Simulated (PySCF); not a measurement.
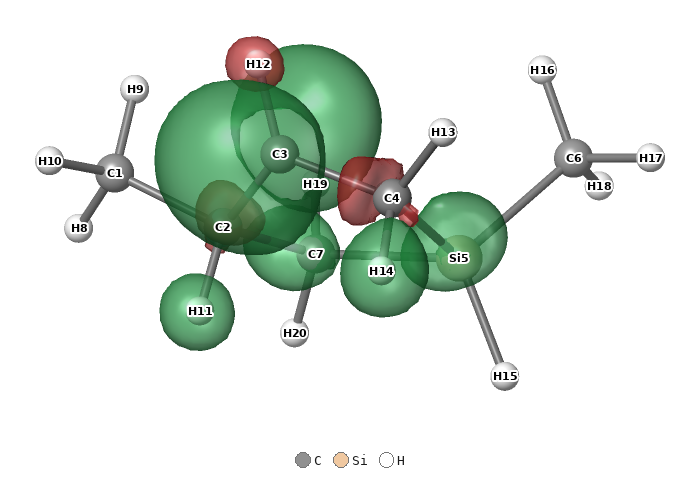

C6H13Si (doublet). Isosurfaces of the spin density (α minus β) at +0.02 (green) and −0.02 e/Å³ (red), seen from one side.

Geometry: GFN2-xTB.

The calculation used PySCF 2.14.0, density-fitted response routines, UKS B3LYP, pcH-1 on C H Si, non-relativistic, mean-field spin-orbit, GIAO.

```xyz
20

C    -2.5305   -0.8136   -0.2020
C    -1.3591   -0.0123    0.3517
C    -0.8686    1.0378   -0.5781
C     0.3643    1.7087   -0.1384
Si    1.3699    0.2494    0.6413
C     2.7571   -0.3600   -0.5022
C    -0.1419   -0.9142    0.6982
H    -2.8246   -1.5942    0.4971
H    -2.2591   -1.2818   -1.1465
H    -3.3865   -0.1641   -0.3745
H    -1.6725    0.4660    1.2919
H    -1.1475    1.0117   -1.6172
H     0.8579    2.2459   -0.9449
H     0.1593    2.4295    0.6586
H     1.8937    0.5725    1.9780
H     2.3915   -0.5526   -1.5064
H     3.5525    0.3746   -0.5734
H     3.1940   -1.2796   -0.1264
H    -0.0596   -1.6941   -0.0608
H    -0.2953   -1.4190    1.6510
```

### Describe the spin distribution.

The unpaired spin (1 electron) lies mostly on C3 (about 0.7), in electrons by Hirshfeld's partition.
